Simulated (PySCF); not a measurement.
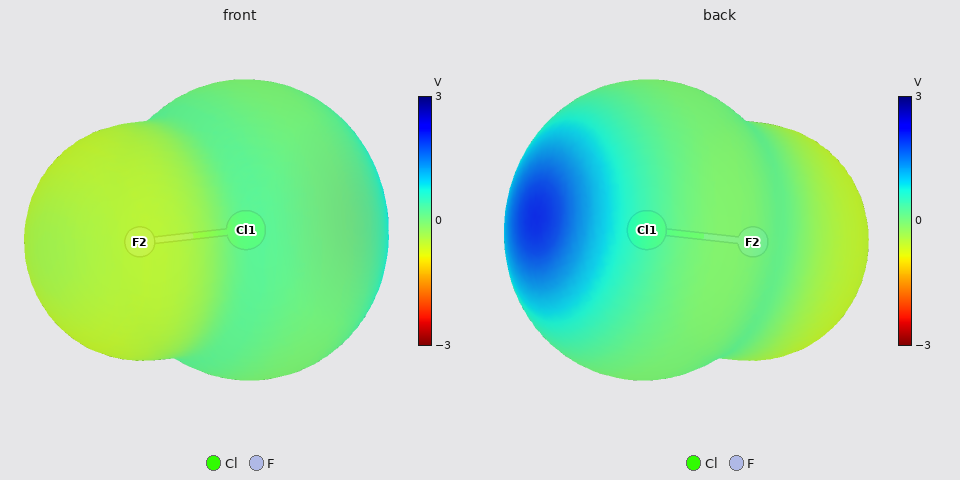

Figure 1: ClF. The electrostatic potential painted on the density surface at 0.002 e/bohr³, seen from the front and from behind; the colour scale runs from red (negative) to blue (positive).

Method: PySCF 2.14.0, PBE0/x2c-SVPall, spin-free X2C-1e, Gaussian nucleus, at a bond length of 1.646 Å.

```xyz
2

Cl    0.0000    0.0000   -0.5795
F     0.0000    0.0000    1.0665
```

Q: Where is the surface potential most negative and most positive?

A: The most negative region (about −0.6 V) lies over F2, the most positive (about +2.0 V) over Cl1. Cl1 shows a σ-hole: about +2.0 V at the tip opposite its bond, against about 0.0 V on its flanks.
